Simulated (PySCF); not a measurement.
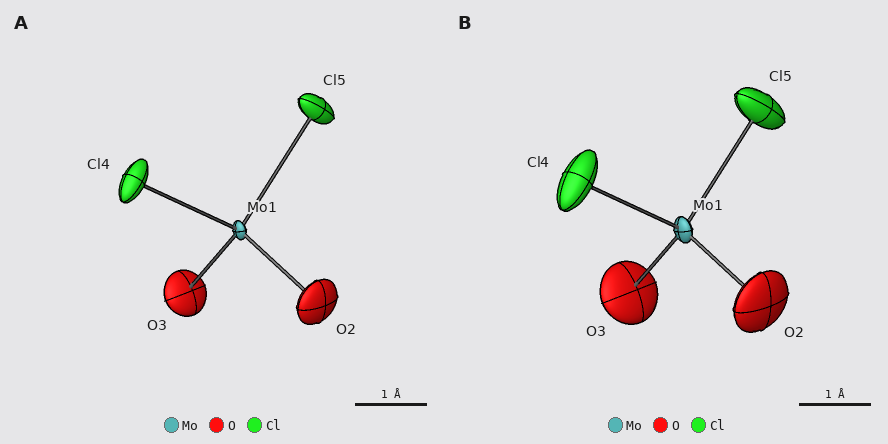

Displacement ellipsoids at the 50 % level, scaled by 3, from the internal vibrations of the free molecule (harmonic, no overall translation or rotation; no half-axis is drawn under 0.075 Å). The species is neutral and a spin singlet. Vibrations computed with RKS-based PBE0, Mo def2-TZVP with ECP28, O def2-TZVP, Cl def2-TZVP; scalar-relativistic core potentials; density fitting (PySCF 2.14.0). One panel is for 298 K, the other for 600 K.

Question: Which panel is for 600 K?

Answer: B.

Question: How much does the mean-square displacement of Cl4 grow, and why?

Answer: U_eq goes from 0.0029 to 0.0055 Å², a factor of 1.9. Modes below kT (417 cm⁻¹ at 600 K) grow about in proportion to T, and the lowest lies at 120 cm⁻¹; the mean-square amplitude of a mode is its zero-point value times coth(ħω/2kT), which comes close to 1 only above about 3kT.

The search tried a few shapes and spins; others may lie lower.
